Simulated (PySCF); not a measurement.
**Ge3: singlet, from a equilateral triangle start**

The task is one start of a wider search on Ge3: the singlet, from a equilateral triangle start. It is relaxed, tested by its Hessian and followed downhill if it is a saddle.

Program: PySCF 2.14.0. Level of theory: PBE0, basis Ge def2-TZVP, no relativity, density fitting. These are calculated values, not measurements.

## (1) The starting structure

3 atoms, charge 0, spin multiplicity 1.

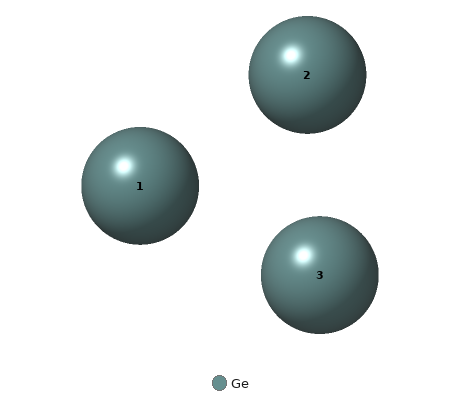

As it starts; germanium teal; atoms are numbered from 1 in the order of the file.

```xyz
3
charge 0 multiplicity 1
Ge    0.6986   -1.2100    0.0000
Ge   -1.3972    0.0000    0.0000
Ge    0.6986    1.2100    0.0000
```

## (2) The SCF at the typed geometry

The steps below are one call of a driver around PySCF. For each, scf.py gives the equivalent set-up of the SCF; relaxations use the driver's own optimiser. After this first run the driver tries any further starts and a stability analysis.

Contents of scf.py:

```python
from pyscf import gto, scf, dft
mol = gto.M(atom='''
Ge     0.698600    -1.210010     0.000000
Ge    -1.397190     0.000010     0.000000
Ge     0.698590     1.210010     0.000000''',
    basis={'Ge': 'def2-TZVP'},
    charge=0, spin=0)
mf = dft.RKS(mol, xc='PBE0')
mf.grids.atom_grid = (50, 194)
aux = {'Ge': 'def2-universal-JKFIT'}
mf = mf.density_fit(auxbasis=aux)
mf.conv_tol = 1e-08
mf.diis_space = 10
mf.max_cycle = 60
mf.init_guess = 'minao'
mf.verbose = 4
mf.kernel()
```

The run is started by

```sh
$ OMP_NUM_THREADS=4 python axn.py task.json out
```

The log of the run (excerpt; [...] marks lines left out):

```text
[... the frontier levels of the middle cycles are left out ...]
init E= -6228.57418563621
cycle= 1 E= -6230.11521684909  delta_E= -1.54  |g|= 0.961  |ddm|= 2.15
  HOMO = -0.213939644219864  LUMO = -0.183256174999405  gap/eV = 0.83494
cycle= 2 E= -6230.07827854661  delta_E= 0.0369  |g|= 1.07  |ddm|= 0.922
  HOMO = -0.206872499877961  LUMO = -0.16049350669836  gap/eV = 1.26204
cycle= 3 E= -6230.15428207932  delta_E= -0.076  |g|= 0.244  |ddm|= 0.753
cycle= 4 E= -6230.1768887846  delta_E= -0.0226  |g|= 0.024  |ddm|= 0.309
cycle= 5 E= -6230.17705763482  delta_E= -0.000169  |g|= 0.0126  |ddm|= 0.0405
cycle= 6 E= -6230.17710181223  delta_E= -4.42e-05  |g|= 0.00554  |ddm|= 0.0191
cycle= 7 E= -6230.17711283364  delta_E= -1.1e-05  |g|= 0.00123  |ddm|= 0.00844
cycle= 8 E= -6230.17711364317  delta_E= -8.1e-07  |g|= 0.000496  |ddm|= 0.00267
cycle= 9 E= -6230.17711412779  delta_E= -4.85e-07  |g|= 0.000388  |ddm|= 0.0029
cycle= 10 E= -6230.17711460773  delta_E= -4.8e-07  |g|= 0.000368  |ddm|= 0.0033
cycle= 11 E= -6230.17711582486  delta_E= -1.22e-06  |g|= 0.00032  |ddm|= 0.00921
cycle= 12 E= -6230.17711763008  delta_E= -1.81e-06  |g|= 0.000239  |ddm|= 0.0173
cycle= 13 E= -6230.17711928602  delta_E= -1.66e-06  |g|= 0.000126  |ddm|= 0.032
cycle= 14 E= -6230.17711934593  delta_E= -5.99e-08  |g|= 3.43e-05  |ddm|= 0.00373
cycle= 15 E= -6230.17711936897  delta_E= -2.3e-08  |g|= 1.73e-05  |ddm|= 0.00406
cycle= 16 E= -6230.17711936948  delta_E= -5.15e-10  |g|= 3.1e-06  |ddm|= 0.000537
  HOMO = -0.206078266130241  LUMO = -0.164673834164572  gap/eV = 1.12667
Extra cycle  E= -6230.17711936948  delta_E= 3.64e-12  |g|= 5.69e-06  |ddm|= 8.25e-06
converged SCF energy = -6230.17711936948
```

This step, with its further starts and checks, ran for 17 s (4 threads of Arm Neoverse V2, shared host).

The starts that the driver tried:

| start | energy (Eh) |
| --- | --- |
| the minimal-basis guess | -6230.177119 |
| a thermally smeared density | -6230.177119 |
| a smeared PBE density | -6230.176658 |

The test of internal stability and the other starts found no lower closed-shell solution.

## (3) Relaxing the singlet from the equilateral triangle start

The program finds D3h symmetry in the start, which this walk keeps. The walk stops when the largest gradient is under 0.0003 Eh/bohr and the energy has settled too.

scf.py: that of step 2 with these lines changed.

```diff
@@ -3,3 +3,3 @@
-Ge     0.698600    -1.210010     0.000000
-Ge    -1.397190     0.000010     0.000000
-Ge     0.698590     1.210010     0.000000''',
+Ge     0.698597    -1.210006     0.000000
+Ge    -1.397195     0.000000     0.000000
+Ge     0.698598     1.210006     0.000000''',
@@ -15 +14,0 @@
-mf.init_guess = 'minao'
```

Energy and gradient, step by step:

| step | energy (Eh) | change (kJ/mol) | largest symmetric gradient (Eh/bohr) |
| --- | --- | --- | --- |
| 0 | -6230.177119 | 0.00 | 0.00235 |
| 1 | -6230.177146 | -0.07 | 0.00102 |
| 2 | -6230.177153 | -0.09 | 0.00002 |

The walk took 11 s.

Geometry (Å) and forces (eV/Å) at some steps, with the part that breaks the symmetry left in:

```
step 0
Ge   0.699  -1.210   0.000   1.806  -0.102   0.000
Ge  -1.397   0.000   0.000  -0.996   1.511   0.000
Ge   0.699   1.210   0.000  -0.810  -1.409   0.000
step 1
Ge   0.700  -1.212   0.000   1.769  -0.043   0.000
Ge  -1.400   0.000   0.000  -0.926   1.508   0.000
Ge   0.700   1.212   0.000  -0.843  -1.465   0.000
step 2
Ge   0.701  -1.214   0.000   1.741   0.001   0.000
Ge  -1.402   0.000   0.000  -0.873   1.506   0.000
Ge   0.701   1.214   0.000  -0.868  -1.508   0.000
```

End point (D3h, 2 steps, 0.1 kJ/mol gained): Ge–Ge 2.429 Å (×3); Ge–Ge–Ge 60.0° (×3). A gradient of 0.0338 Eh/bohr that breaks the symmetry is left: this electronic state wants a lower symmetry.

## (4) Relaxing without the symmetry constraint

The geometry is nudged along the force that breaks the symmetry.

The program finds C2v symmetry in the start, which may break. The walk stops when the largest gradient is under 0.0003 Eh/bohr and the energy has settled too.

scf.py: that of step 3 with these lines changed.

```diff
@@ -3,3 +3,3 @@
-Ge     0.698597    -1.210006     0.000000
-Ge    -1.397195     0.000000     0.000000
-Ge     0.698598     1.210006     0.000000''',
+Ge     0.767804    -1.214210     0.000000
+Ge    -1.435737     0.049901    -0.000000
+Ge     0.667933     1.164309     0.000000''',
```

Energy and gradient, step by step:

| step | energy (Eh) | change (kJ/mol) | largest gradient (Eh/bohr) |
| --- | --- | --- | --- |
| 0 | -6230.187397 | 0.00 | 0.02404 |
| 1 | -6230.193968 | -17.25 | 0.01646 |
| 2 | -6230.199347 | -31.37 | 0.00807 |
| 3 | -6230.200150 | -33.48 | 0.00401 |
| 4 | -6230.200333 | -33.96 | 0.00063 |
| 5 | -6230.200338 | -33.98 | 0.00004 |

The walk took 24 s.

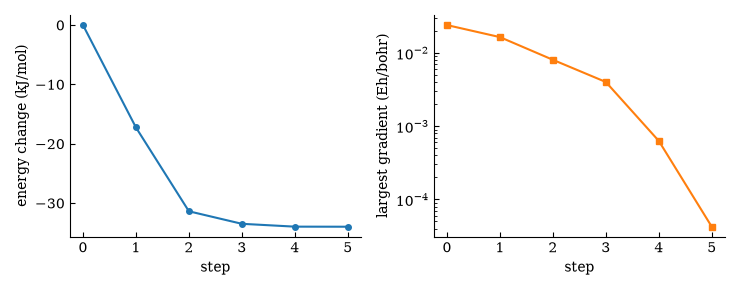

Energy and largest gradient along the walk.

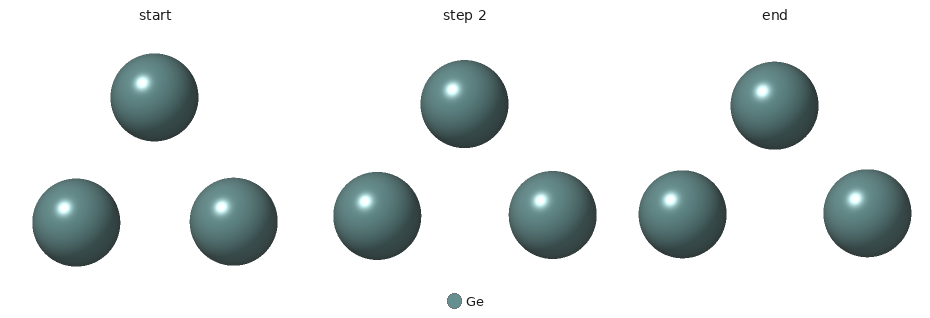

Start and end of the relaxation, with a step between.

It settles in C2v symmetry, 34.0 kJ/mol below the start, after 5 steps: Ge–Ge 2.295 Å (×2), Ge–Ge 2.982 Å; Ge–Ge–Ge 49.5° (×2), Ge–Ge–Ge 81.0°.

## (5) Hessian and properties

The point is checked on the finer grid, and tightened if its gradient asks for it. The Hessian and the dipole derivatives come from central differences of analytic gradients, with steps of 0.02 bohr.

scf.py: that of step 4 with these lines changed.

```diff
@@ -3,3 +3,3 @@
-Ge     0.767804    -1.214210     0.000000
-Ge    -1.435737     0.049901    -0.000000
-Ge     0.667933     1.164309     0.000000''',
+Ge     1.002121    -1.246160     0.000000
+Ge    -1.581603     0.235996    -0.000000
+Ge     0.579481     1.010164     0.000000''',
@@ -9 +9 @@
-mf.grids.atom_grid = (50, 194)
+mf.grids.atom_grid = (75, 302)
@@ -12 +12 @@
-mf.conv_tol = 1e-08
+mf.conv_tol = 1e-10
```

This SCF starts from the last density.

Log of the central SCF (cycles and frontier levels):

```text
init E= -6230.20018869772
  HOMO = -0.222613439269979  LUMO = -0.128474526947536  gap/eV = 2.56165
cycle= 1 E= -6230.20018869764  delta_E= 8.19e-11  |g|= 1.67e-05  |ddm|= 2.69e-05
  HOMO = -0.222613878697395  LUMO = -0.128474743100484  gap/eV = 2.56166
cycle= 2 E= -6230.20018869714  delta_E= 5.06e-10  |g|= 4.1e-05  |ddm|= 6.47e-05
  HOMO = -0.222613561710663  LUMO = -0.128474581874976  gap/eV = 2.56165
cycle= 3 E= -6230.20018869774  delta_E= -6.02e-10  |g|= 1.14e-06  |ddm|= 4.51e-05
  HOMO = -0.222613565800342  LUMO = -0.128474586673461  gap/eV = 2.56165
cycle= 4 E= -6230.20018869774  delta_E= -1.82e-12  |g|= 4.09e-07  |ddm|= 1.59e-06
  HOMO = -0.222613568075773  LUMO = -0.128474589480991  gap/eV = 2.56165
Extra cycle  E= -6230.20018869776  delta_E= -1.55e-11  |g|= 1.14e-06  |ddm|= 1.79e-06
converged SCF energy = -6230.20018869776
```

The whole step took 52 s.

Geometry: C2v; Ge–Ge 2.296 Å (×2), Ge–Ge 2.979 Å; Ge–Ge–Ge 49.5° (×2), Ge–Ge–Ge 80.9°.

Harmonic modes (main isotopes):

```csv
symmetry,ω (cm⁻¹),IR (km/mol)
a1,109,1.1
b2,314,15.7
a1,318,2.6
```

Every mode is real; the point is a minimum.

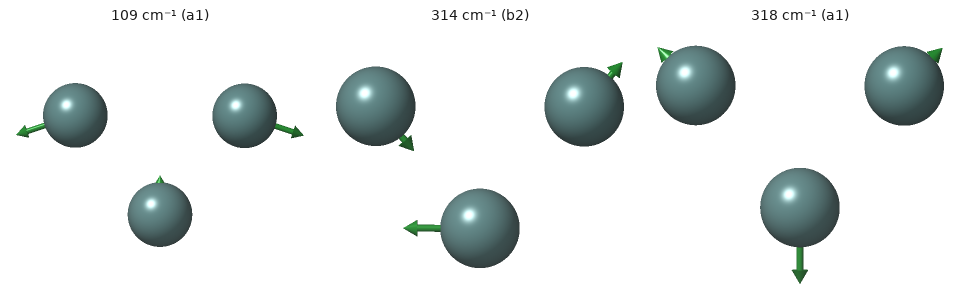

Displacements of 3 of the modes, as arrows (one member where a mode is degenerate).

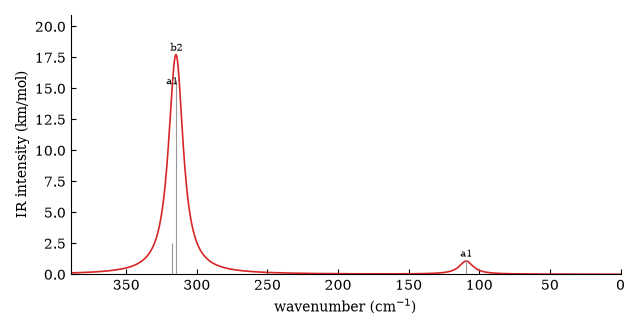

The harmonic infrared spectrum (widths in cm⁻¹). Lines are broadened to a width of 12 cm⁻¹ (Lorentzian).

Constants and moments:

```yaml
Dipole_moment: 0.24 D
Highest_occupied_level: -6.06 eV
Lowest_empty_level: -3.50 eV
Rotational_constants: 0.1121, 0.05141, 0.03524 cm⁻¹
Zero-point_energy: 4.4 kJ/mol
Principal_polarisabilities: 67.7, 106.1, 145.5 bohr³
Atomisation_energy_without_zero-point_energy: 616 kJ/mol
Principal_traceless_quadrupole_moments_about_the_centre_of_mass: -1.22, -0.67, 1.89 D Å
Entropy_at_298.15_K_and_1_bar: 314.4 J/(mol K)
Heat_capacity_Cp_at_298.15_K: 55.1 J/(mol K)
Enthalpy_at_298.15_K_above_0_K: 13.90 kJ/mol
Rotational_symmetry_number: 2
```

Populations by atom (charges in e):

```tsv
atom	Mulliken	Löwdin	polar tensor	Mayer order to Ge1
Ge1	0.04	0.07	0.16	–
Ge2	0.04	0.07	0.16	0.91
Ge3	-0.08	-0.13	-0.32	1.60
```

Outer orbital energies (eV). occupied: -33.10, -33.07, -16.06, -12.42, -10.39, -6.46, -6.33, -6.06; empty: -3.50, -2.63, -1.22, -1.09.

Mulliken populations on Ge1: s 7.91, p 13.96, d 10.08, f 0.01.

## (6) Would spin polarisation lower it?

At the lowest minimum the closed shell is tested against spin polarisation, on the (50, 194) grid. It is stable.

## (7) What came out

```
                                 quantity                                                                   value
                                  minimum                                                            singlet, C2v
                                 geometry  Ge–Ge 2.296 Å (×2), Ge–Ge 2.979 Å; Ge–Ge–Ge 49.5° (×2), Ge–Ge–Ge 80.9°
                       wavenumbers (cm⁻¹)                                            109 (a1), 314 (b2), 318 (a1)
                            dipole moment                                                                  0.24 D
     highest occupied, lowest empty level                                                         -6.06, -3.50 eV
               polar-tensor charge of Ge1                                                                 +0.16 e
                        zero-point energy                                                              4.4 kJ/mol
                      entropy at 298.15 K                                                         314.4 J/(mol K)
atomisation energy (no zero-point energy)                                                              616 kJ/mol
```

The equilateral triangle start (D3h) ends in a minimum of C2v symmetry. In the infrared the band at 314 cm⁻¹ (b2) leads. Only this shape and spin were tried, so other structures or states may lie lower.

The search up to here ran for 1.9 min (4 threads of Arm Neoverse V2, shared host).
